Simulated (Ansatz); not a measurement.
**C6H4F2 (1,4-difluorobenzene): CCSD/6-31G(d) (spherical functions)**

What is the vertical ionisation energy of C6H4F2 (1,4-difluorobenzene) at CCSD/6-31G* (spherical functions)? 

The results are computed with Ansatz 0.2.0.

37 further runs of the same task are left out: 37 set aside as unsound or not needed. Runs told in other sessions of the task aren't counted.

## Step 1: Starting point

C6H4F2 has 12 atoms, charge 0, and is taken as a singlet. As SMILES, `Fc1ccc(F)cc1`. The coordinates come from a PBE0-D4/def2-TZVP relaxation.

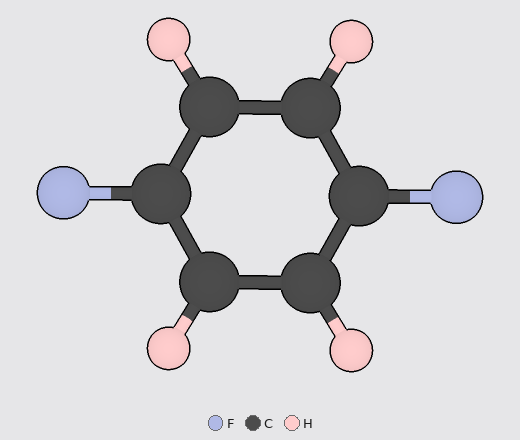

Viewed from a chosen angle; fluorine light blue, carbon dark grey, hydrogen pink.

## Step 2: The energy at CCSD/6-31G(d) (spherical functions)

job.yaml

```yaml
crystal:
  periodic: [false, false, false]
  atoms:
    - {symbol: F, position_ang: [0.818160, -1.507030, 2.087620]}
    - {symbol: C, position_ang: [0.412470, -0.759890, 1.052710]}
    - {symbol: C, position_ang: [0.723110, 0.585830, 1.036590]}
    - {symbol: C, position_ang: [0.303270, 1.359200, -0.034740]}
    - {symbol: C, position_ang: [-0.412610, 0.759910, -1.052630]}
    - {symbol: F, position_ang: [-0.818110, 1.507050, -2.087630]}
    - {symbol: C, position_ang: [-0.723140, -0.585820, -1.036580]}
    - {symbol: C, position_ang: [-0.303280, -1.359200, 0.034760]}
    - {symbol: H, position_ang: [1.286400, 1.016540, 1.854700]}
    - {symbol: H, position_ang: [0.525830, 2.417480, -0.085970]}
    - {symbol: H, position_ang: [-1.286320, -1.016580, -1.854740]}
    - {symbol: H, position_ang: [-0.525770, -2.417490, 0.085910]}
basis:
  gaussian:
    orbitals: 6-31G_st_-spherical.json
correlation:
  method: ccsd
  frozen_orbitals: {C: 1, F: 1, H: 0}
accuracy: high
scf:
  omitted_lower_state_checks: [cluster_reference, increment]
```

The basis set 6-31G* is read from a file made from the Basis Set Exchange's data (not shown).

On the command line:

```
$ ansatz run job.yaml --threads 1 --pin off --max-ram 3480MiB --events-out events.jsonl --progress --plain --runs-dir runs
```

Output, shortened:

```text
Warning: RAYON_NUM_THREADS=1 ignored (pool sized by the plan → 1); use --threads N
Functional definition: HF
  name "HF"
[...]
2917 factors; integrals over basis functions are off by at most 7.9e-9 eV
[...]
mean field -11657.38359087 eV, -428.4009453060 hartree, gradient 8.3e-8 eV, S^2 0.000000; 0 other end points of the search recorded, 0 dependent functions left out; unrestricted orbitals would lower it
8 core orbitals not correlated: weight in the atoms' cores, before any rotation towards them, 1.000 or more for the frozen orbitals, at most 0.000 for the correlated occupied ones
reference -11657.38359087 eV, -428.4009453060 hartree; 21, 21 occupied and 91, 91 virtual orbitals, 2917 factors
second order -29.34966090 eV of doubles, -0.00000000 eV of singles
cycle   1  -29.23899485 eV  change    1.1e-1 eV  update   1.3e-1
[...]
cycle  21  -30.21480878 eV  change   -3.0e-9 eV  update   1.2e-9
Total energy: -11687.59839965 eV, -429.5113190484 hartree
Checks for a lower state left out: cluster_reference, increment
```

Wall time 82 s (1 thread of Arm Neoverse V2, shared host); peak memory 1.4 GiB.

## Step 3: The doublet cation at the same level

job.yaml, as its differences from that of step 2:

```diff
@@ -18,2 +18,6 @@
     orbitals: 6-31G_st_-spherical.json
+total_charge: 1
+magnetization:
+  spin_polarized: true
+  initial_magnetization: 1
 correlation:
```

The basis set 6-31G* is read from a file made from the Basis Set Exchange's data (not shown).

On the command line:

```
$ ansatz run job.yaml --threads 1 --pin off --max-ram 3480MiB --events-out events.jsonl --progress --plain --runs-dir runs
```

Output, shortened:

```text
Warning: RAYON_NUM_THREADS=1 ignored (pool sized by the plan → 1); use --threads N
[... 2 set-up lines as earlier in the session ...]
[...]
2915 factors; integrals over basis functions are off by at most 7.9e-9 eV
[...]
mean field -11649.22316205 eV, -428.1010550782 hartree, gradient 2.5e-8 eV, S^2 0.832518; 6 other end points of the search recorded, 0 dependent functions left out
8 core orbitals not correlated: weight in the atoms' cores, before any rotation towards them, 1.000 or more for the frozen orbitals, at most 0.000 for the correlated occupied ones
reference -11649.22316205 eV, -428.1010550782 hartree; 21, 20 occupied and 91, 92 virtual orbitals, 2915 factors
second order -28.36392243 eV of doubles, -0.00000000 eV of singles
cycle   1  -28.43421131 eV  change   -7.0e-2 eV  update   1.5e-1
[...]
cycle  30  -29.54001288 eV  change  -6.4e-10 eV  update   1.6e-9
Total energy: -11678.76317493 eV, -429.1866305286 hartree
Checks for a lower state left out: cluster_reference, increment
```

Run time: 7.2 min. Hardware: 1 thread of Arm Neoverse V2, shared host; peak memory 2.8 GiB.

## Step 4: What came out

At CCSD/6-31G* (spherical functions), 8 core orbitals frozen:

| quantity | value |
| --- | --- |
| singlet C6H4F2: total energy | -429.51132 Eh |
| singlet C6H4F2: correlation energy (8 core orbitals frozen) | -1110.4 mEh |
| singlet C6H4F2: T1 diagnostic | 0.012 |
| doublet cation: total energy | -429.18663 Eh |
| doublet cation: correlation energy (8 core orbitals frozen) | -1085.6 mEh |
| doublet cation: ⟨S²⟩ of the reference determinant | 0.833 |
| doublet cation: T1 diagnostic | 0.031 |
| vertical ionisation energy (to the doublet cation) | 8.835 eV |

**Reading.** Removing an electron at fixed nuclei costs 8.84 eV (204 kcal/mol). The restricted solution (singlet C6H4F2) is unstable to spin breaking: an unrestricted one lies lower.
